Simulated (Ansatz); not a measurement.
## Nudged elastic band of ZnSiH4ClF

The run: nudged elastic band of ZnSiH4ClF. Method and program: RHF/def2-SVP (Ansatz 0.2.0).

It belongs to a series of runs on one base structure; here: band between the two ends. Figures and captions count atoms from 1; the log counts them from 0 in places.

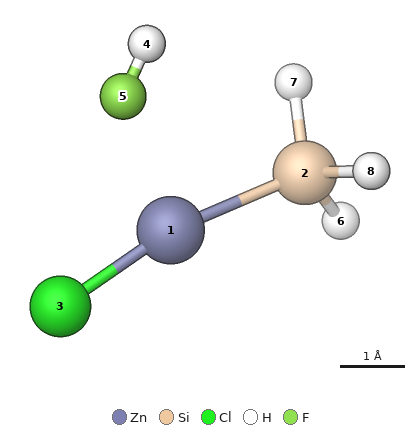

The structure as given in the input (ball-and-stick view, seen at a tilt; atoms are numbered from 1 in the order of the input). Sticks mark near contacts.

## Summary

```tsv
quantity	value
outcome	converged
barrier, forward	1.669 eV
barrier, backward	2.064 eV
hardware	2 threads of Arm Neoverse V2, 24 GiB of memory available, shared host
wall time	3.3 min (CPU time 6.2 min)
peak memory	0.21 GiB
```

The order of the saddle point was not checked.

## Input
```yaml
crystal:
  periodic: [false, false, false]
  atoms:
    - { symbol: Zn, position_ang: [0.436634, -1.160912, -0.529104] }
    - { symbol: Si, position_ang: [0.667523, 0.714353, 1.010855] }
    - { symbol: Cl, position_ang: [0.652507, -2.953115, -1.723725] }
    - { symbol: H, position_ang: [-2.122871, 0.372737, -1.349707] }
    - { symbol: F, position_ang: [-1.71081, -0.423461, -1.474688] }
    - { symbol: H, position_ang: [2.066637, 0.984173, 1.432744] }
    - { symbol: H, position_ang: [0.147782, 1.967377, 0.389186] }
    - { symbol: H, position_ang: [-0.137602, 0.498947, 2.244341] }
basis:
  gaussian: { orbitals: def2-SVP }
hamiltonian:
  xc: hf
neb:
  order_check: false
  images: 7
  f_tol: 0.05
  max_iterations: 60
  final_atoms:
    - { symbol: Zn, position_ang: [-0.72524697, -1.50161477, -1.33405841] }
    - { symbol: Si, position_ang: [0.40744493, 0.99346437, 0.8561951] }
    - { symbol: Cl, position_ang: [0.40952363, -3.08787363, -2.1892585] }
    - { symbol: H, position_ang: [0.82406068, -0.08265465, -0.09643132] }
    - { symbol: F, position_ang: [-1.85085257, -0.29487542, -0.71331436] }
    - { symbol: H, position_ang: [1.6452856, 1.47040162, 1.51140295] }
    - { symbol: H, position_ang: [-0.21448523, 2.09355935, 0.10153661] }
    - { symbol: H, position_ang: [-0.49593005, 0.40969213, 1.86382993] }
  initial_path:
    images:
      - { positions_ang: [[0.436634, -1.160912, -0.529104], [0.667523, 0.714353, 1.010855], [0.652507, -2.953115, -1.723725], [-2.122871, 0.372737, -1.349707], [-1.71081, -0.423461, -1.474688], [2.066637, 0.984173, 1.432744], [0.147782, 1.967377, 0.389186], [-0.137602, 0.498947, 2.244341]] }
      - { positions_ang: [[0.36364951, -1.2378078, -0.53337662], [0.57895725, 0.74516149, 0.98147516], [0.57166922, -2.97005796, -1.79840692], [-1.76729902, 0.32007971, -1.14540309], [-1.6188355, -0.37971625, -1.47115128], [1.98822808, 1.004284, 1.32734724], [0.04102839, 1.9999369, 0.39868808], [-0.15759792, 0.51821891, 2.24072943]] }
      - { positions_ang: [[0.29066502, -1.3147036, -0.53764924], [0.49039151, 0.77596999, 0.95209533], [0.49083143, -2.98700092, -1.87308885], [-1.41172704, 0.26742241, -0.94109918], [-1.52686101, -0.33597151, -1.46761457], [1.90981915, 1.024395, 1.22195047], [-0.06572522, 2.03249681, 0.40819017], [-0.17759385, 0.53749083, 2.23711786]] }
      - { positions_ang: [[0.21768053, -1.3915994, -0.54192186], [0.40182576, 0.80677848, 0.92271549], [0.40999365, -3.00394388, -1.94777077], [-1.05615506, 0.21476512, -0.73679528], [-1.43488651, -0.29222676, -1.46407785], [1.83141023, 1.044506, 1.11655371], [-0.17247884, 2.06505671, 0.41769225], [-0.19758977, 0.55676274, 2.2335063]] }
      - { positions_ang: [[0.14469605, -1.4684952, -0.54619447], [0.31326001, 0.83758697, 0.89333565], [0.32915587, -3.02088684, -2.02245269], [-0.70058308, 0.16210783, -0.53249137], [-1.34291202, -0.24848202, -1.46054113], [1.75300131, 1.064617, 1.01115695], [-0.27923245, 2.09761661, 0.42719434], [-0.2175857, 0.57603466, 2.22989473]] }
      - { positions_ang: [[-0.07278971, -1.47677509, -0.74316046], [0.33680624, 0.87655632, 0.88405051], [0.34924781, -3.03763354, -2.06415414], [-0.31942214, 0.10091721, -0.42347636], [-1.46989715, -0.26008037, -1.27373444], [1.72607238, 1.16606315, 1.13621845], [-0.26304564, 2.0966023, 0.34577991], [-0.28717179, 0.53444902, 2.13837853]] }
      - { positions_ang: [[-0.29027546, -1.48505498, -0.94012644], [0.36035247, 0.91552567, 0.87476538], [0.36933975, -3.05438024, -2.1058556], [0.0617388, 0.03972659, -0.31446134], [-1.59688229, -0.27167872, -1.08692775], [1.69914345, 1.26750931, 1.26127995], [-0.24685884, 2.09558798, 0.26436548], [-0.35675787, 0.49286339, 2.04686233]] }
      - { positions_ang: [[-0.50776122, -1.49333488, -1.13709243], [0.3838987, 0.95449502, 0.86548024], [0.38943169, -3.07112694, -2.14755705], [0.44289974, -0.02146403, -0.20544633], [-1.72386743, -0.28327707, -0.90012106], [1.67221452, 1.36895546, 1.38634145], [-0.23067204, 2.09457367, 0.18295105], [-0.42634396, 0.45127776, 1.95534613]] }
      - { positions_ang: [[-0.72524697, -1.50161477, -1.33405841], [0.40744493, 0.99346437, 0.8561951], [0.40952363, -3.08787363, -2.1892585], [0.82406068, -0.08265465, -0.09643132], [-1.85085257, -0.29487542, -0.71331436], [1.6452856, 1.47040162, 1.51140295], [-0.21448523, 2.09355935, 0.10153661], [-0.49593005, 0.40969213, 1.86382993]] }
```

Launched with:
```bash
ansatz run input.yaml --threads 2 --pin off --max-ram 3072MiB --backend cpu --events-out ev --progress --plain --runs-dir out
```

## The program's output
```
Engine: ansatz 0.2.0, aarch64-unknown-linux-gnu
Functional definition: HF
  exchange = exact_x
  correlation = 0
1021 factors; integrals over basis functions are off by at most 2.9e-4 eV
mean field evaluation 1: about -71495.5690 eV, gradient 2.8e1 eV
mean field evaluation 2: about -71495.7126 eV, gradient 2.8e1 eV
mean field evaluation 4: about -71497.9218 eV, gradient 2.8e0 eV
mean field evaluation 8: about -71497.9574 eV, gradient 2.9e-4 eV
mean field -71497.95744984 eV, -2627.5014732254 hartree, gradient 3.5e-5 eV, S^2 0.000000; 0 other end points of the search recorded, 0 dependent functions left out
the calculation of the forces begins
reference -71497.95744984 eV, -2627.5014732254 hartree; 37, 37 occupied and 64, 64 virtual orbitals, 1021 factors
1020 factors; integrals over basis functions are off by at most 8.5e-4 eV
mean field evaluation 16: about -71498.3374 eV, gradient 8.4e-1 eV
mean field -71498.35297263 eV, -2627.5160084198 hartree, gradient 1.5e-5 eV, S^2 0.000000; 0 other end points of the search recorded, 0 dependent functions left out
[... from here on the field's lines of each further geometry are left out, up to the last ...]
NEB iter   1: max|band force component| = 1.147e1 eV/Å  barrier→ = 2.1434 eV  barrier← = 2.5389 eV  Δτ_max = 0.2000 Å  (348 SCF iters)
NEB iter   2: max|band force component| = 1.604e0 eV/Å  barrier→ = 1.9253 eV  barrier← = 2.3208 eV  Δτ_max = 0.2000 Å  (253 SCF iters)
NEB iter   3: max|band force component| = 6.366e-1 eV/Å  barrier→ = 1.8635 eV  barrier← = 2.2591 eV  Δτ_max = 0.1973 Å  (256 SCF iters)
NEB iter   4: max|band force component| = 1.332e0 eV/Å  barrier→ = 2.1134 eV  barrier← = 2.5090 eV  Δτ_max = 0.1020 Å  (255 SCF iters)
NEB iter   5: max|band force component| = 1.252e0 eV/Å  barrier→ = 2.0667 eV  barrier← = 2.4623 eV  Δτ_max = 0.0997 Å  (261 SCF iters)
NEB iter   6: max|band force component| = 1.469e0 eV/Å  barrier→ = 1.8775 eV  barrier← = 2.2730 eV  Δτ_max = 0.0497 Å  (262 SCF iters)
NEB iter   7: max|band force component| = 1.467e0 eV/Å  barrier→ = 1.6673 eV  barrier← = 2.0628 eV  Δτ_max = 0.1012 Å  (252 SCF iters)
NEB iter   8: max|band force component| = 1.351e0 eV/Å  barrier→ = 1.3568 eV  barrier← = 1.7523 eV  Δτ_max = 0.2000 Å  (265 SCF iters)
NEB iter   9: max|band force component| = 1.466e0 eV/Å  barrier→ = 1.4543 eV  barrier← = 1.8498 eV  Δτ_max = 0.1000 Å  (255 SCF iters)
NEB iter  10: max|band force component| = 6.051e-1 eV/Å  barrier→ = 1.6199 eV  barrier← = 2.0155 eV  Δτ_max = 0.2000 Å  (253 SCF iters)
NEB iter  11: max|band force component| = 1.534e0 eV/Å  barrier→ = 1.9985 eV  barrier← = 2.3940 eV  Δτ_max = 0.0992 Å  (251 SCF iters)
NEB iter  12: max|band force component| = 1.824e0 eV/Å  barrier→ = 1.8592 eV  barrier← = 2.2548 eV  Δτ_max = 0.0503 Å  (247 SCF iters)
NEB iter  13: max|band force component| = 1.420e0 eV/Å  barrier→ = 1.7206 eV  barrier← = 2.1161 eV  Δτ_max = 0.0500 Å  (250 SCF iters)
NEB iter  14: max|band force component| = 1.009e0 eV/Å  barrier→ = 1.6475 eV  barrier← = 2.0430 eV  Δτ_max = 0.1007 Å  (251 SCF iters)
NEB iter  15: max|band force component| = 7.342e-1 eV/Å  barrier→ = 1.3843 eV  barrier← = 1.7798 eV  Δτ_max = 0.2000 Å  (247 SCF iters)
NEB iter  16: max|band force component| = 1.581e0 eV/Å  barrier→ = 0.9604 eV  barrier← = 1.3559 eV  Δτ_max = 0.1005 Å  (244 SCF iters)
NEB iter  17: max|band force component| = 8.631e-1 eV/Å  barrier→ = 1.0490 eV  barrier← = 1.4445 eV  CI = image 2  Δτ_max = 0.2000 Å  (238 SCF iters)
NEB iter  18: max|band force component| = 1.738e0 eV/Å  barrier→ = 1.5103 eV  barrier← = 1.9058 eV  CI = image 2  Δτ_max = 0.1010 Å  (234 SCF iters)
NEB iter  19: max|band force component| = 1.157e0 eV/Å  barrier→ = 1.5964 eV  barrier← = 1.9919 eV  CI = image 2  Δτ_max = 0.2000 Å  (230 SCF iters)
NEB iter  20: max|band force component| = 4.501e-1 eV/Å  barrier→ = 1.7011 eV  barrier← = 2.0966 eV  CI = image 2  Δτ_max = 0.1943 Å  (240 SCF iters)
NEB iter  21: max|band force component| = 8.787e-1 eV/Å  barrier→ = 1.7266 eV  barrier← = 2.1222 eV  CI = image 2  Δτ_max = 0.0983 Å  (237 SCF iters)
NEB iter  22: max|band force component| = 3.686e-1 eV/Å  barrier→ = 1.6815 eV  barrier← = 2.0770 eV  CI = image 2  Δτ_max = 0.1651 Å  (243 SCF iters)
NEB iter  23: max|band force component| = 4.091e-1 eV/Å  barrier→ = 1.6816 eV  barrier← = 2.0772 eV  CI = image 2  Δτ_max = 0.0810 Å  (240 SCF iters)
NEB iter  24: max|band force component| = 7.411e-2 eV/Å  barrier→ = 1.6698 eV  barrier← = 2.0653 eV  CI = image 2  Δτ_max = 0.0526 Å  (243 SCF iters)
NEB iter  25: max|band force component| = 7.870e-2 eV/Å  barrier→ = 1.6700 eV  barrier← = 2.0655 eV  CI = image 2  Δτ_max = 0.0263 Å  (246 SCF iters)
the calculation of the forces begins
reference -71498.30810894 eV, -2627.5143597098 hartree; 37, 37 occupied and 64, 64 virtual orbitals, 1019 factors
1021 factors; integrals over basis functions are off by at most 7.9e-4 eV
mean field evaluation 1728: about -71496.2886 eV, gradient 1.2e-4 eV
mean field -71496.28861604 eV, -2627.4401447146 hartree, gradient 9.9e-6 eV, S^2 0.000000; 1 other end points of the search recorded, 0 dependent functions left out
the calculation of the forces begins
reference -71496.28861604 eV, -2627.4401447146 hartree; 37, 37 occupied and 64, 64 virtual orbitals, 1021 factors
NEB iter  26: max|band force component| = 1.945e-2 eV/Å  barrier→ = 1.6688 eV  barrier← = 2.0644 eV  CI = image 2  Δτ_max = 0.0000 Å  (579 SCF iters)
```

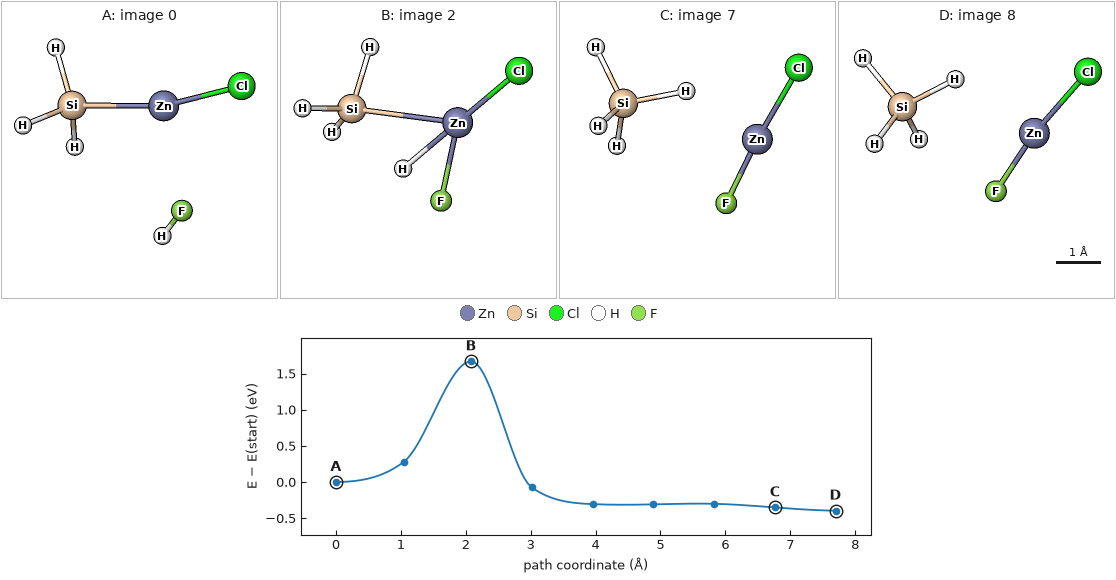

Images of the last band (counted from 0; ball-and-stick, seen at a tilt) above the energy along the path; the line is a cubic interpolation that uses the forces. The highest image is number 2, 1.669 eV above the start and 2.064 eV above the end (the climbing image); the end lies 0.396 eV below the start. The path is 7.70 Å long. The band converged in 26 iterations.

```
Total energy: -71496.28861604 eV, -2627.4401447146 hartree
Atom 0 at    -0.048833    -1.264508    -0.981381 Å, force     0.010091    -0.004332     0.006321 eV/Å
Atom 1 at     0.214496     0.854581     0.819434 Å, force     0.001106    -0.002514     0.002275 eV/Å
Atom 2 at     0.977832    -3.067176    -1.507288 Å, force     0.000901    -0.001644    -0.001844 eV/Å
Atom 3 at    -0.970597     0.311333    -0.504128 Å, force     0.006941    -0.004797     0.006618 eV/Å
Atom 4 at    -1.598351    -0.181071    -1.388190 Å, force    -0.019609     0.007643    -0.011946 eV/Å
Atom 5 at     1.674375     0.558939     0.790768 Å, force    -0.000072     0.001292     0.001281 eV/Å
Atom 6 at     0.047561     2.313116     0.611717 Å, force     0.000440     0.002345     0.000013 eV/Å
Atom 7 at    -0.296683     0.474885     2.158970 Å, force     0.000203     0.002006    -0.002718 eV/Å
Dipole moment:    -0.053881     0.306321     0.176327 e Å
this run last wrote the band of iteration 26 to [file]
```

## The last band as extended XYZ (Å, eV, eV/Å)
```
8
Properties=species:S:1:pos:R:3:forces:R:3 image=0 energy=-71497.95745
Zn    0.4366   -1.1609   -0.5291    0.0255   0.0026  -0.0062
Si    0.6675    0.7144    1.0109   -0.0063  -0.0022   0.0140
Cl    0.6525   -2.9531   -1.7237   -0.0069   0.0041   0.0063
H    -2.1229    0.3727   -1.3497   -0.0187   0.0253  -0.0032
F    -1.7108   -0.4235   -1.4747    0.0117  -0.0211  -0.0024
H     2.0666    0.9842    1.4327   -0.0046  -0.0092  -0.0107
H     0.1478    1.9674    0.3892   -0.0031  -0.0030  -0.0065
H    -0.1376    0.4989    2.2443    0.0022   0.0035   0.0089
8
Properties=species:S:1:pos:R:3:forces:R:3 image=1 energy=-71497.68019
Zn    0.2358   -1.2128   -0.6645    0.1957   0.0368   0.2195
Si    0.4494    0.6998    0.8921    0.1720  -0.1156   0.0534
Cl    0.8588   -3.0603   -1.5915   -0.1109   0.0021  -0.0719
H    -1.4958    0.4621   -0.8852   -0.3670   0.1193  -0.2695
F    -1.6887   -0.2150   -1.4626   -0.0679  -0.0021  -0.0582
H     1.9071    0.8328    1.0796    0.1682   0.1751   0.2109
H    -0.0551    2.0351    0.4312   -0.0508  -0.1992  -0.1159
H    -0.2118    0.4584    2.2010    0.0607  -0.0164   0.0316
8
Properties=species:S:1:pos:R:3:forces:R:3 image=2 energy=-71496.28862
Zn   -0.0488   -1.2645   -0.9814    0.0101  -0.0043   0.0063
Si    0.2145    0.8546    0.8194    0.0011  -0.0025   0.0023
Cl    0.9778   -3.0672   -1.5073    0.0009  -0.0016  -0.0018
H    -0.9706    0.3113   -0.5041    0.0069  -0.0048   0.0066
F    -1.5984   -0.1811   -1.3882   -0.0196   0.0076  -0.0119
H     1.6744    0.5589    0.7908   -0.0001   0.0013   0.0013
H     0.0476    2.3131    0.6117    0.0004   0.0023   0.0000
H    -0.2967    0.4749    2.1590    0.0002   0.0020  -0.0027
8
Properties=species:S:1:pos:R:3:forces:R:3 image=3 energy=-71498.03194
Zn   -0.3962   -1.4248   -1.3769   -0.2627  -0.1460  -0.3092
Si    0.2439    0.9752    0.9168    0.0161   0.1000   0.0806
Cl    1.0510   -2.9913   -1.3888    0.0693   0.0656   0.1057
H    -0.5955    0.3508   -0.1384    0.2901   0.0248   0.2726
F    -1.8014   -0.4139   -1.7219   -0.1516  -0.1743  -0.2733
H     1.6544    0.5556    0.7492   -0.0139  -0.0017  -0.0208
H     0.1051    2.4299    0.7332    0.0421   0.0928   0.0924
H    -0.2615    0.5187    2.2267    0.0105   0.0389   0.0520
8
Properties=species:S:1:pos:R:3:forces:R:3 image=4 energy=-71498.26217
Zn   -0.6806   -1.5254   -1.5716   -0.0141  -0.0067  -0.0140
Si    0.3724    0.9953    0.9643    0.0073   0.0021   0.0057
Cl    1.0077   -2.7135   -1.0273   -0.0059   0.0183   0.0233
H    -0.4249    0.3793   -0.1322    0.0098   0.0025   0.0003
F    -2.1160   -0.6992   -2.1430   -0.0161  -0.0161  -0.0281
H     1.8015    0.7148    0.7253    0.0107   0.0073  -0.0009
H     0.1121    2.4493    0.9434    0.0002   0.0015   0.0130
H    -0.0723    0.3995    2.2411    0.0080  -0.0089   0.0006
8
Properties=species:S:1:pos:R:3:forces:R:3 image=5 energy=-71498.26560
Zn   -0.8113   -1.5461   -1.4917   -0.0025  -0.0061  -0.0031
Si    0.4570    1.0127    0.9014   -0.0033   0.0007  -0.0128
Cl    0.8227   -2.7716   -0.8688    0.0031   0.0144   0.0104
H     0.0097    0.5332   -0.4362   -0.0136   0.0022   0.0038
F    -2.2462   -0.7145   -2.0540    0.0038  -0.0029  -0.0094
H     1.9325    1.0443    0.9220    0.0009  -0.0107  -0.0062
H    -0.1026    2.3645    1.1054    0.0081   0.0023   0.0125
H    -0.0620    0.0775    1.9219    0.0034   0.0002   0.0048
8
Properties=species:S:1:pos:R:3:forces:R:3 image=6 energy=-71498.25763
Zn   -0.8335   -1.5554   -1.4677   -0.0031  -0.0019   0.0020
Si    0.4687    1.0273    0.8972   -0.0018   0.0021  -0.0007
Cl    0.7340   -2.9952   -1.3377    0.0001  -0.0024  -0.0082
H     0.3385    0.3309   -0.4114    0.0093  -0.0044   0.0001
F    -2.2425   -0.5210   -1.6013    0.0038   0.0037   0.0130
H     1.9088    1.1725    1.1926   -0.0019   0.0036   0.0073
H    -0.1872    2.3456    0.7987   -0.0010   0.0017  -0.0070
H    -0.1870    0.1954    1.9295   -0.0054  -0.0024  -0.0065
8
Properties=species:S:1:pos:R:3:forces:R:3 image=7 energy=-71498.30811
Zn   -0.7841   -1.5047   -1.3706    0.0053   0.0010   0.0086
Si    0.4388    1.0043    0.8498   -0.0053   0.0013  -0.0014
Cl    0.5804   -3.1043   -1.7201   -0.0087  -0.0080  -0.0274
H     0.6340    0.1470   -0.3546    0.0250  -0.0131   0.0052
F    -2.0569   -0.3232   -1.0946    0.0148   0.0146   0.0393
H     1.7857    1.3028    1.3823   -0.0105   0.0115   0.0146
H    -0.2586    2.2441    0.4656   -0.0074  -0.0069  -0.0273
H    -0.3396    0.2340    1.8422   -0.0131  -0.0005  -0.0115
8
Properties=species:S:1:pos:R:3:forces:R:3 image=8 energy=-71498.35297
Zn   -0.7252   -1.5016   -1.3341    0.0018   0.0111   0.0017
Si    0.4074    0.9935    0.8562   -0.0257   0.0066  -0.0117
Cl    0.4095   -3.0879   -2.1893    0.0017   0.0026  -0.0034
H     0.8241   -0.0827   -0.0964    0.0163  -0.0293  -0.0030
F    -1.8509   -0.2949   -0.7133    0.0048  -0.0059   0.0066
H     1.6453    1.4704    1.5114    0.0290  -0.0056   0.0075
H    -0.2145    2.0936    0.1015   -0.0160   0.0168  -0.0087
H    -0.4959    0.4097    1.8638   -0.0119   0.0034   0.0109
```
